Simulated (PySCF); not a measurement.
## Electronic structure of H12N6W (charge −1, doublet) in real space

Input file:

```
mol = gto.M(atom='''
W      0.00000     0.00000    -0.00000
N     -0.00000    -0.00000     2.05291
H      0.20721     0.80476     2.65626
H     -0.20721    -0.80476     2.65626
N     -0.00000     0.00000    -2.05291
H      0.20721    -0.80476    -2.65626
H     -0.20721     0.80476    -2.65626
N      2.08496    -0.00000    -0.00000
H      2.67158    -0.59254     0.59254
H      2.67158     0.59254    -0.59254
N      0.00000     2.05291     0.00000
H      0.20721     2.65626     0.80476
H     -0.20721     2.65626    -0.80476
N     -2.08496     0.00000    -0.00000
H     -2.67158     0.59254     0.59254
H     -2.67158    -0.59254    -0.59254
N     -0.00000    -2.05291    -0.00000
H     -0.20721    -2.65626     0.80476
H      0.20721    -2.65626    -0.80476''',
    basis={'W': 'def2-SVP', 'N': 'def2-SVP', 'H': 'def2-SVP'},
    ecp={'W': 'def2-SVP'},
    charge=-1, spin=1)
mf = dft.UKS(mol, xc='TPSS')
mf.grids.atom_grid = (75, 302)  # f atoms: at least (60, 302), unpruned
mf = mf.density_fit()  # W def2-universal-JKFIT, N def2-universal-JKFIT, H def2-universal-JKFIT
mf.conv_tol = 1e-09; mf.max_cycle = 55
mf.kernel(dm0)
```

Command:

```sh
OMP_NUM_THREADS=4 python run.py
```

Core potentials replace the inner electrons of W; the highest occupied orbital lies above zero, a sign that basis and functional describe the outermost electron poorly.

Level of theory: UKS TPSS, W def2-SVP with ECP60, N def2-SVP, H def2-SVP; non-relativistic Hamiltonian with scalar-relativistic core potentials where named; density fitting in PySCF.

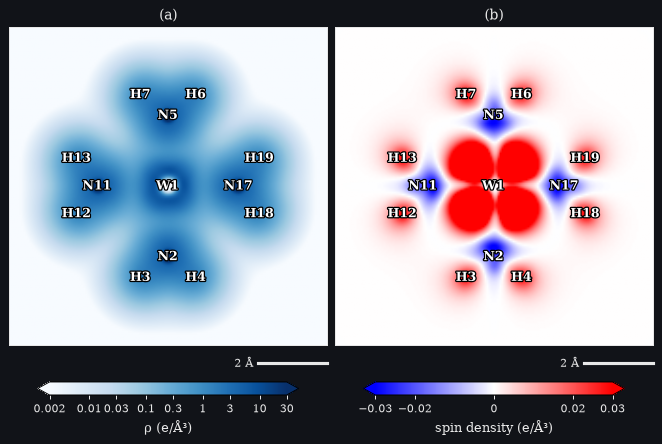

Figure 1. (a) electron density; (b) spin density on the plane of atoms N2, W1 and N17.

Q: What does the map show?

A: The plane passes through W, N and H nuclei. W–N (2.05 Å): ρ at the midpoint is about 0.82 e/Å³. N–H (1.03 Å): ρ is about 2.6 e/Å³ halfway. The unpaired spin (1 electron) lies mostly on W1 (about 0.8), in electrons by Hirshfeld's partition.

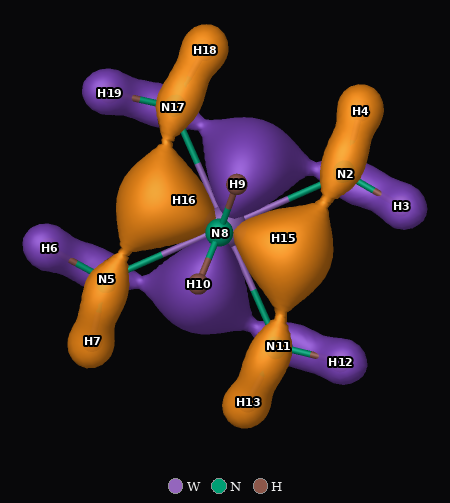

Figure 2. The HOMO (α) at ±0.1 Å⁻³ᐟ² (orange and purple are the two phases), seen across its widest extent.

Q: What is the character of this orbital?

A: Its weight (Hirshfeld) is mainly on W1 (about 65 %). Its energy is 1.52 eV.

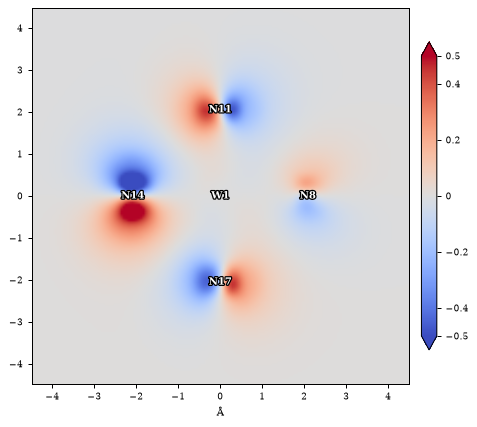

Figure 3. The HOMO−1 (α) on the plane of atoms N14, W1 and N17 (values in Å⁻³ᐟ²; the overall sign is arbitrary).

Q: Describe this orbital and give its energy.

A: Its weight (Hirshfeld) is mainly on N14 (about 25 %), N8 (about 25 %), N2 (about 5 %), N17 (about 5 %), N5 (about 5 %) and N11 (about 5 %); largely a combination of lone pairs on N14, N8, N2, N17, N5 and N11. Its energy is 0.90 eV.
